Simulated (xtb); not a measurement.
## Frequency calculation of C₇H₈ (part 2 of 2)

C₇H₈; GFN2-xTB (xtb 6.7.1). The geometry was optimised with GFN2-xTB. The settings are looser than a standard set-up, so the numbers are not reference values.

Geometry of the input (Å):
```
C  0.5098  -1.6943  1.6416
C  -0.0268  -1.3893  0.2849
C  -0.1189  -0.1591  -0.2425
C  0.2672  1.1126  0.3598
C  0.0009  2.0920  -0.5232
C  -0.5645  1.5053  -1.7262
C  -0.6384  0.1722  -1.5664
H  -0.0741  -1.1810  2.4054
H  1.5383  -1.3450  1.7309
H  0.4856  -2.7615  1.8433
H  -0.3633  -2.2312  -0.3067
H  0.6889  1.2155  1.3417
H  0.1676  3.1464  -0.3908
H  -0.8651  2.0740  -2.5879
H  -1.0072  -0.5565  -2.2639
```

Output, continued:
```
 ---------------------------------------------------------------------------
     1   6 C    3.996 --     2 C    1.049    10 H    0.988     9 H    0.962
                             8 H    0.962
     2   6 C    3.986 --     3 C    1.727     1 C    1.049    11 H    0.967
     3   6 C    3.988 --     2 C    1.727     4 C    1.090     7 C    1.085
     4   6 C    3.987 --     5 C    1.758     3 C    1.090    12 H    0.973
                             7 C    0.103
     5   6 C    3.990 --     4 C    1.758     6 C    1.121    13 H    0.974
     6   6 C    3.990 --     7 C    1.761     5 C    1.121    14 H    0.974
     7   6 C    3.987 --     6 C    1.761     3 C    1.085    15 H    0.973
                             4 C    0.103
     8   1 H    0.996 --     1 C    0.962
Molecule has the following symmetry elements: (sigma)
It seems to be the Cs point group
     9   1 H    0.996 --     1 C    0.962
    10   1 H    0.998 --     1 C    0.988
    11   1 H    0.998 --     2 C    0.967
    12   1 H    0.999 --     4 C    0.973
    13   1 H    0.999 --     5 C    0.974
    14   1 H    0.999 --     6 C    0.974
    15   1 H    1.000 --     7 C    0.973
 ---------------------------------------------------------------------------

Topologies differ in total number of bonds
Writing topology from bond orders to xtbtopo.mol

molecular dipole:
                 x           y           z       tot (Debye)
 q only:        0.112      -0.452       0.382
   full:        0.112      -0.472       0.387       1.578
molecular quadrupole (traceless):
                xx          xy          yy          xz          yz          zz
 q only:       -1.054      -0.144       0.552       0.678      -0.818       0.503
  q+dip:       -4.050       0.377       3.222       2.342      -1.189       0.827
   full:       -2.066       0.075       1.528       1.214      -0.857       0.538

           -------------------------------------------------
          |               Frequency Printout                |
           -------------------------------------------------
 projected vibrational frequencies (cm⁻¹)
eigval :       -0.00    -0.00     0.00     0.00     0.00     0.00
eigval :     -115.00   132.08   192.27   265.69   456.57   519.90
eigval :      599.19   653.12   762.54   782.64   802.97   824.53
eigval :      862.72   865.32   906.58  1016.17  1028.84  1046.38
eigval :     1084.78  1094.57  1128.94  1170.72  1251.06  1303.16
eigval :     1333.41  1397.13  1471.54  1476.91  1525.90  1603.84
eigval :     1671.73  2998.68  3009.11  3044.97  3052.66  3118.83
eigval :     3125.23  3141.11  3145.11
 reduced masses (amu)
   1: 10.21   2: 10.87   3: 10.11   4: 10.44   5: 10.21   6: 10.09   7:  1.37   8:  9.43
   9:  9.04  10:  8.02  11:  9.56  12:  9.21  13:  8.88  14: 10.04  15:  3.02  16: 11.02
  17:  4.54  18:  3.48  19:  3.67  20:  3.39  21:  8.72  22:  4.64  23:  5.41  24:  6.06
  25:  2.52  26:  2.05  27:  8.47  28:  6.05  29:  5.93  30:  7.67  31:  6.83  32:  3.15
  33:  1.58  34:  1.74  35: 11.47  36: 11.28  37: 11.76  38:  1.93  39:  1.50  40:  1.69
  41:  1.84  42:  1.79  43:  1.83  44:  1.94  45:  1.94
 IR intensities (km·mol⁻¹)
   1:  6.53   2:  0.03   3:  1.01   4:  2.05   5:  2.35   6: 12.53   7:  1.82   8:  4.37
   9:  5.81  10:  3.07  11: 48.19  12:  0.81  13:  3.04  14: 40.67  15:  6.10  16:  6.08
  17: 24.46  18:  8.01  19:  1.10  20:  0.33  21: 27.54  22: 22.94  23:  4.47  24:160.19
  25:  1.33  26:  5.75  27: 39.54  28: 20.05  29:  6.63  30: 20.52  31:  1.41  32: 10.10
  33:  5.42  34: 12.12  35:224.56  36:  3.65  37:392.13  38: 17.00  39:  8.25  40: 85.39
  41:234.80  42: 37.66  43: 64.70  44: 47.16  45: 46.63
 Raman intensities (Ä⁴*amu⁻¹)
   1:  0.00   2:  0.00   3:  0.00   4:  0.00   5:  0.00   6:  0.00   7:  0.00   8:  0.00
   9:  0.00  10:  0.00  11:  0.00  12:  0.00  13:  0.00  14:  0.00  15:  0.00  16:  0.00
  17:  0.00  18:  0.00  19:  0.00  20:  0.00  21:  0.00  22:  0.00  23:  0.00  24:  0.00
  25:  0.00  26:  0.00  27:  0.00  28:  0.00  29:  0.00  30:  0.00  31:  0.00  32:  0.00
  33:  0.00  34:  0.00  35:  0.00  36:  0.00  37:  0.00  38:  0.00  39:  0.00  40:  0.00
  41:  0.00  42:  0.00  43:  0.00  44:  0.00  45:  0.00
 output can be read by thermo (or use thermo option).
 writing <g98.out> molden fake output.
 recommended (thermochemical) frequency scaling factor: 1.0
           -------------------------------------------------
          |             Thermodynamic Functions             |
           -------------------------------------------------

cs  symmetry found (for desy threshold:  0.10E+00) used in thermo

          ...................................................
          :                      SETUP                      :
          :.................................................:
          :  # frequencies                          38      :
          :  # imaginary freq.                       1      :
          :  linear?                             false      :
          :  only rotor calc.                    false      :
          :  symmetry                               cs      :
          :  rotational number                       1      :
          :  scaling factor                  1.0000000      :
          :  rotor cutoff                   50.0000000 cm⁻¹ :
          :  imag. cutoff                  -20.0000000 cm⁻¹ :
          :.................................................:

    mode    ω/cm⁻¹     T·S(HO)/kcal·mol⁻¹    T·S(FR)/kcal·mol⁻¹   T·S(vib)
   ------------------------------------------------------------------------
       1    132.08    -0.86926 ( 97.99%)    -0.76861 (  2.01%)    -0.86723
       2    192.27    -0.65768 ( 99.54%)    -0.65744 (  0.46%)    -0.65768
       3    265.69    -0.48421 ( 99.87%)    -0.56164 (  0.13%)    -0.48431
   ------------------------------------------------------------------------

   temp. (K)  partition function   enthalpy   heat capacity  entropy
                                   cal/mol     cal/K/mol   cal/K/mol   J/K/mol
 298.15  VIB   7.88                 2025.358     17.217     10.890
         ROT  0.184E+06              888.752      2.981     27.077
         INT  0.145E+07             2914.111     20.198     37.967
         TR   0.856E+27             1481.254      4.968     39.456
         TOT                        4395.3645    25.1657    77.4228   323.9369

       T/K    H(0)-H(T)+PV         H(T)/Eh          T*S/Eh         G(T)/Eh
   ------------------------------------------------------------------------
    298.15    0.700446E-02    0.129722E+00    0.367861E-01    0.929362E-01
   ------------------------------------------------------------------------

         :::::::::::::::::::::::::::::::::::::::::::::::::::::
         ::                  THERMODYNAMIC                  ::
         :::::::::::::::::::::::::::::::::::::::::::::::::::::
         :: total free energy         -18.906201424283 Eh   ::
         ::.................................................::
         :: total energy              -18.999137657166 Eh   ::
         :: zero point energy           0.122717832278 Eh   ::
         :: G(RRHO) w/o ZPVE           -0.029781599394 Eh   ::
         :: G(RRHO) contrib.            0.092936232883 Eh   ::
         :::::::::::::::::::::::::::::::::::::::::::::::::::::
imag cut-off (cm-1) :    5.00
 found            1  significant imaginary frequency
 writing imag mode distorted coords to xtbhess.xyz
 for further optimization.

           -------------------------------------------------
          | TOTAL ENERGY              -18.999137657166 Eh   |
          | TOTAL ENTHALPY            -18.869415365760 Eh   |
          | TOTAL FREE ENERGY         -18.906201424283 Eh   |
          | GRADIENT NORM               0.000121084474 Eh/α |
          | HOMO-LUMO GAP               2.351681703541 eV   |
           -------------------------------------------------

------------------------------------------------------------------------
------------------------------------------------------------------------
 total:
 *  cpu-time:     0 d,  0 h,  0 min,  0.815 sec
 * ratio c/w:     0.995 speedup
 SCF:
 *  cpu-time:     0 d,  0 h,  0 min,  0.013 sec
 * ratio c/w:     0.980 speedup
 analytical hessian:
 *  cpu-time:     0 d,  0 h,  0 min,  0.783 sec
 * ratio c/w:     0.995 speedup
```

File vibspectrum:
```
$vibrational spectrum
#  mode     symmetry     wave number   IR intensity    selection rules
#                         cm**(-1)      (km*mol⁻¹)        IR
     1                      -0.00         0.00000          -
     2                      -0.00         0.00000          -
     3                       0.00         0.00000          -
     4                       0.00         0.00000          -
     5                       0.00         0.00000          -
     6                       0.00         0.00000          -
     7        a           -115.00         1.81726         YES
     8        a            132.08         4.37441         YES
     9        a            192.27         5.81129         YES
    10        a            265.69         3.07408         YES
    11        a            456.57        48.18678         YES
    12        a            519.90         0.80992         YES
    13        a            599.19         3.04335         YES
    14        a            653.12        40.67470         YES
    15        a            762.54         6.09553         YES
    16        a            782.64         6.07864         YES
    17        a            802.97        24.46210         YES
    18        a            824.53         8.00594         YES
    19        a            862.72         1.10040         YES
    20        a            865.32         0.33288         YES
    21        a            906.58        27.54191         YES
    22        a           1016.17        22.94006         YES
    23        a           1028.84         4.46860         YES
    24        a           1046.38       160.19139         YES
    25        a           1084.78         1.33047         YES
    26        a           1094.57         5.75281         YES
    27        a           1128.94        39.54457         YES
    28        a           1170.72        20.05093         YES
    29        a           1251.06         6.63204         YES
    30        a           1303.16        20.51553         YES
    31        a           1333.41         1.40591         YES
    32        a           1397.13        10.09712         YES
    33        a           1471.54         5.41662         YES
    34        a           1476.91        12.12437         YES
    35        a           1525.90       224.55834         YES
    36        a           1603.84         3.65479         YES
    37        a           1671.73       392.12554         YES
    38        a           2998.68        17.00013         YES
    39        a           3009.11         8.25341         YES
    40        a           3044.97        85.38936         YES
    41        a           3052.66       234.80081         YES
    42        a           3118.83        37.65825         YES
    43        a           3125.23        64.69946         YES
    44        a           3141.11        47.16155         YES
    45        a           3145.11        46.63071         YES
$end
```

Standard error:
```
normal termination of xtb
```

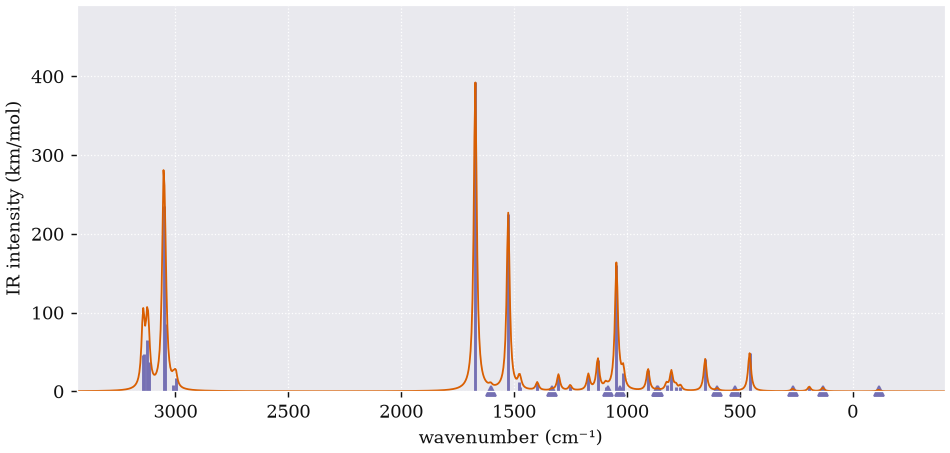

Fig. 1: Harmonic infrared spectrum, unscaled: sticks (degenerate modes added up, dark ones marked on the axis) with a Lorentzian envelope of 16 cm⁻¹ full width, scaled to the tallest stick; imaginary modes are drawn at negative wavenumbers. 39 modes from 115i to 3145 cm⁻¹, 1 imaginary beyond 8i (115i cm⁻¹): a first-order saddle point, if the geometry is stationary. The strongest line is at 1672 cm⁻¹ (392 km/mol).

Results in brief:

| quantity | value |
| --- | --- |
| outcome | converged |
| electrons treated | 36 |
| total energy | −18.999138 hartree |
| dispersion energy | −0.010159 hartree |
| basis functions | 36 |
| HOMO | −9.92 eV |
| LUMO | −7.57 eV |
| zero-point energy | 0.122718 hartree |
| dipole moment | 1.58 D |
| wavenumbers, lowest and highest | 115i and 3145 cm⁻¹ |
| hardware | 1 thread of Intel Xeon @ 2.70GHz, 189 GiB of memory available, shared host |
| wall time | 0.85 s |
| peak memory | 0.07 GiB |

Notes:

Settings chosen away from the usual ones: method = gfn2-xtb; task = frequencies; x = {"hess_scc_accuracy": 10}; geo = {"prev": "A"}. These settings are looser than, or depart from, a standard set-up, so the numbers are not reference values for this system.
